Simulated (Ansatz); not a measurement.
Phonon calculation, with input and output: Si4H12ClF

System: Si4H12ClF.
Method: RKS PBE0-D4/def2-SVP (Ansatz 0.2.0).

Figures and captions count atoms from 1; the log counts them from 0 in places.

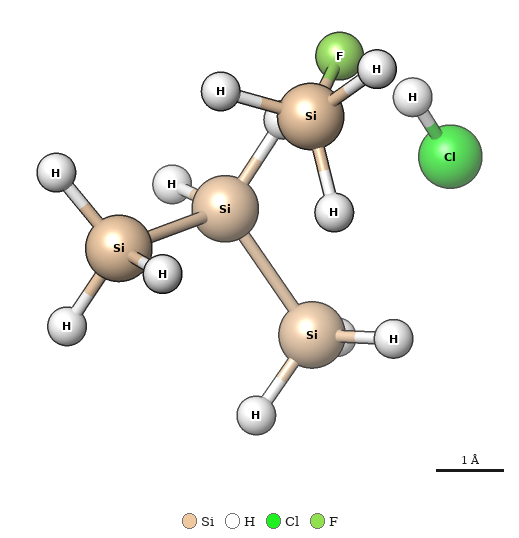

Fig. 1: The structure as given in the input (ball-and-stick view, seen at a tilt). Bond lengths as drawn: Cl–H 1.30 Å, F–Si 1.74 Å, H–Si 1.48 to 1.61 Å and Si–Si 2.35 Å.

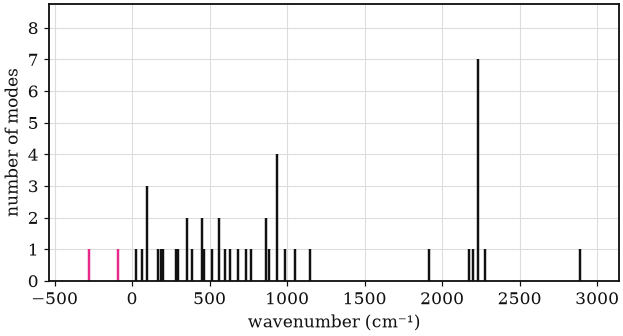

Fig. 2: Harmonic vibrational wavenumbers from the force constants; neighbouring modes closer than 14 cm⁻¹ are counted in one stick, and imaginary ones are drawn at negative wavenumbers. 48 modes from 280i to 2889 cm⁻¹, 2 imaginary beyond 8i (280i, 92i cm⁻¹): not a minimum.

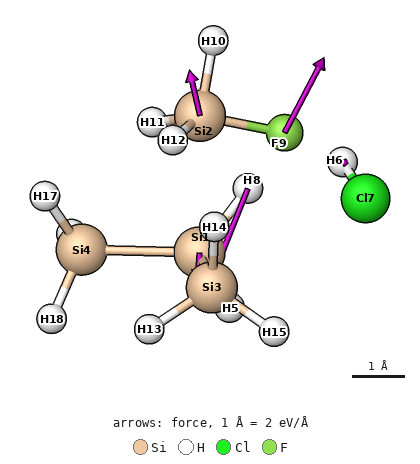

Fig. 3: Forces on the atoms as pink arrows (ball-and-stick view, seen at a tilt; atoms are numbered from 1 in the order of the input); the smallest are left out. The largest act on H8 (3.76 eV/Å); F9 (3.39 eV/Å); Si2 (1.87 eV/Å); Si1 (1.16 eV/Å). The geometry is not a stationary point of this energy.

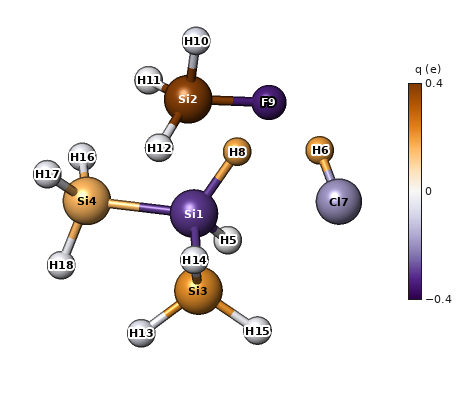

Fig. 4: Mulliken charges, as the colour of each atom (ball-and-stick view, seen at a tilt; atoms are numbered from 1 in the order of the input). By element: Si −0.30 to +0.38, H −0.06 to +0.19, Cl −0.19 and F −0.33 e.

These pictures come from the run below.

### Input file
```yaml
crystal:
  periodic: [false, false, false]
  atoms:
    - {symbol: Si, position_ang: [-0.685843, -0.362665, 0.467657]}
    - {symbol: Si, position_ang: [1.943123, -0.171815, 0.175300]}
    - {symbol: Si, position_ang: [-1.667953, 1.427280, -0.699873]}
    - {symbol: Si, position_ang: [-0.649385, -2.247481, -0.932149]}
    - {symbol: H, position_ang: [-1.594881, -0.736652, 1.607640]}
    - {symbol: H, position_ang: [1.076185, 2.049198, 1.965489]}
    - {symbol: Cl, position_ang: [0.254154, 3.029276, 1.758234]}
    - {symbol: H, position_ang: [0.637519, 0.056727, 1.275436]}
    - {symbol: F, position_ang: [1.752653, 0.518123, 1.759381]}
    - {symbol: H, position_ang: [3.370551, 0.265861, 0.062057]}
    - {symbol: H, position_ang: [1.948686, -1.655439, 0.222851]}
    - {symbol: H, position_ang: [1.269518, 0.433420, -1.006179]}
    - {symbol: H, position_ang: [-2.568545, 0.834714, -1.744561]}
    - {symbol: H, position_ang: [-0.631804, 2.248587, -1.398053]}
    - {symbol: H, position_ang: [-2.491196, 2.281722, 0.205931]}
    - {symbol: H, position_ang: [-0.150999, -3.448331, -0.191571]}
    - {symbol: H, position_ang: [0.232851, -2.018007, -2.119921]}
    - {symbol: H, position_ang: [-2.044536, -2.504416, -1.407569]}
basis:
  gaussian: {orbitals: def2-SVP}
hamiltonian: {xc: pbe0, dispersion: d4}
phonons: {}
scf: {lower_state_search: off}
```

Launched with:
```bash
ansatz run in.yaml --threads 5 --pin off --events-out ev --progress --plain --max-ram 66560MiB --backend cuda --devices 0, --max-vram 37GiB
```

### The program's output
```
Functional definition: PBE0
  name "PBE0"
  cite "Adamo & Barone, J. Chem. Phys. 110, 6158 (1999) doi:10.1063/1.478522"
  cite "Perdew, Burke & Ernzerhof, Phys. Rev. Lett. 77, 3865 (1996) doi:10.1103/PhysRevLett.77.3865"
  parent pbe
  parameter a = 0.25
  parameter kappa = 0.804
  parameter beta = 0.06672455060314922
  exchange = (1 - a)*pbe_x(kappa = kappa, mu = beta*pi^2/3) + a*exact_x
  correlation = pbe_c(beta = beta)
these checks for a lower state are left out or cut short: stability, starts, cluster_reference, orbital_swaps, neighbouring_geometries, increment
1674 factors; integrals over basis functions are off by at most 6.5e-4 eV
mean field evaluation 1: about -46906.8556 eV, gradient 2.2e1 eV
mean field evaluation 2: about -46906.6352 eV, gradient 2.8e1 eV
mean field evaluation 4: about -46907.8371 eV, gradient 1.2e0 eV
mean field evaluation 8: about -46907.8380 eV, gradient 1.2e-2 eV
mean field -46907.83799581 eV, -1723.8312510716 hartree, gradient 4.7e-6 eV, S^2 0.000000; 0 other end points of the search recorded, 0 dependent functions left out
the calculation of the forces begins
reference -46907.83803086 eV, -1723.8312523593 hartree; 47, 47 occupied and 117, 117 virtual orbitals, 1674 factors
these checks for a lower state are left out or cut short: stability, starts, cluster_reference, orbital_swaps, neighbouring_geometries, increment
1674 factors; integrals over basis functions are off by at most 6.5e-4 eV
mean field evaluation 16: about -46907.8380 eV, gradient 1.2e-1 eV
mean field -46907.83503600 eV, -1723.8311423006 hartree, gradient 1.3e-6 eV, S^2 0.000000; 0 other end points of the search recorded, 0 dependent functions left out
[... from here on the field's lines of each further geometry are left out, up to the last ...]
the calculation of the forces begins
reference -46907.83802854 eV, -1723.8312522742 hartree; 47, 47 occupied and 117, 117 virtual orbitals, 1674 factors
these checks for a lower state are left out or cut short: stability, starts, cluster_reference, orbital_swaps, neighbouring_geometries, increment
1674 factors; integrals over basis functions are off by at most 6.5e-4 eV
mean field -46907.83797701 eV, -1723.8312503804 hartree, gradient 7.4e-6 eV, S^2 0.000000; 0 other end points of the search recorded, 0 dependent functions left out
the calculation of the forces begins
reference -46907.83801205 eV, -1723.8312516683 hartree; 47, 47 occupied and 117, 117 virtual orbitals, 1674 factors
WARN: phonons: 1 mode above zero is a rigid motion of the cell's bodies and no vibration: the zero-point energy, free energy, entropy and heat capacity leave it out. With what each would have added to F at 1000 K, by the weight of its row in the mesh: 27.47 cm⁻¹ (-0.278 eV; rigid weight 0.646, of which rotation 0.646). A body is a set of atoms that hang together within twice the van der Waals contact; here: 18 atoms, out of reach of every periodic image. What nothing holds moves and turns at no cost, which is at zero frequency: what stands here is left by the forces on the atoms, the periodic images, the SCF threshold and the grid, and changes its size and its sign with the last two. The forces' share comes down as the geometry is relaxed further. The table is the vibrational part alone. If the cell is meant as a crystal, declare phonons.rigid_motions: translations: the three translations of the whole cell alone are then left out. The least rigid weight left out is 0.64556 and the largest kept is 0.41593. The rigid motions are mixed with soft vibrations: those modes' frequencies are not settled, nor the sums by as much as one such mode adds.
WARN: phonons: modes at or below zero, which the zero-point energy, F, S and C_V leave out: 2, the lowest at -298.03 cm⁻¹. A minimum has none, and a first-order saddle one
Total energy: -46908.32486974 eV, -1723.8491433583 hartree
Atom 0 at    -0.685843    -0.362665     0.467657 Å, force    -1.147342    -0.149225     0.081934 eV/Å
Atom 1 at     1.943123    -0.171815     0.175300 Å, force     1.756488    -0.010641    -0.640186 eV/Å
Atom 2 at    -1.667953     1.427280    -0.699873 Å, force    -0.019388     0.030233    -0.032554 eV/Å
Atom 3 at    -0.649385    -2.247481    -0.932149 Å, force    -0.014626    -0.018527     0.003523 eV/Å
Atom 4 at    -1.594881    -0.736652     1.607640 Å, force    -0.000323    -0.007613    -0.002676 eV/Å
Atom 5 at     1.076185     2.049198     1.965489 Å, force    -0.072411     0.261436     0.084360 eV/Å
Atom 6 at     0.254154     3.029276     1.758234 Å, force    -0.084783     0.196242    -0.005336 eV/Å
Atom 7 at     0.637519     0.056727     1.275436 Å, force    -3.530975    -1.082520    -0.719865 eV/Å
Atom 8 at     1.752653     0.518123     1.759381 Å, force     3.074872     0.792262     1.199821 eV/Å
Atom 9 at     3.370551     0.265861     0.062057 Å, force     0.011866     0.000139    -0.004610 eV/Å
Atom 10 at     1.948686    -1.655439     0.222851 Å, force     0.004174    -0.008376    -0.001536 eV/Å
Atom 11 at     1.269518     0.433420    -1.006179 Å, force    -0.005468     0.000208    -0.004615 eV/Å
Atom 12 at    -2.568545     0.834714    -1.744561 Å, force     0.024585     0.016134     0.035667 eV/Å
Atom 13 at    -0.631804     2.248587    -1.398053 Å, force    -0.024832    -0.020922     0.014690 eV/Å
Atom 14 at    -2.491196     2.281722     0.205931 Å, force     0.019941    -0.018281    -0.021689 eV/Å
Atom 15 at    -0.150999    -3.448331    -0.191571 Å, force     0.000482     0.012441    -0.009605 eV/Å
Atom 16 at     0.232851    -2.018007    -2.119921 Å, force    -0.010710     0.006414     0.017301 eV/Å
Atom 17 at    -2.044536    -2.504416    -1.407569 Å, force     0.018448     0.000596     0.005376 eV/Å
Dipole moment:     0.167220    -0.307902    -0.101402 e Å
Vibrations: -298.03 -69.71 52.11 70.30 96.68 104.82 111.46 164.92 184.96 199.34 285.21 298.69 350.99 359.27 389.12 447.76 449.56 466.15 517.68 556.61 563.42 596.98 634.61 681.50 738.17 764.02 859.39 866.73 885.06 925.74 931.51 934.64 945.22 987.35 1048.58 1148.94 1918.04 2172.64 2197.69 2213.94 2221.11 2225.90 2227.69 2230.69 2244.27 2247.55 2279.61 2888.81 cm⁻¹, zero-point energy 2.832135 eV
Checks for a lower state left out: stability, starts, cluster_reference, orbital_swaps, neighbouring_geometries, increment
```

### Summary

| quantity | value |
| --- | --- |
| outcome | converged |
| total energy | −46908.3249 eV |
| mean-field energy | −46907.8380 eV |
| dispersion energy | −0.4868 eV |
| largest force (length of the vector) | 3.763 eV/Å |
| dipole moment | 1.75 D |
| hardware | 5 CPU threads, shared host |
| wall time | 3.6 min (CPU time 3.6 min) |
| peak memory | 0.94 GiB |
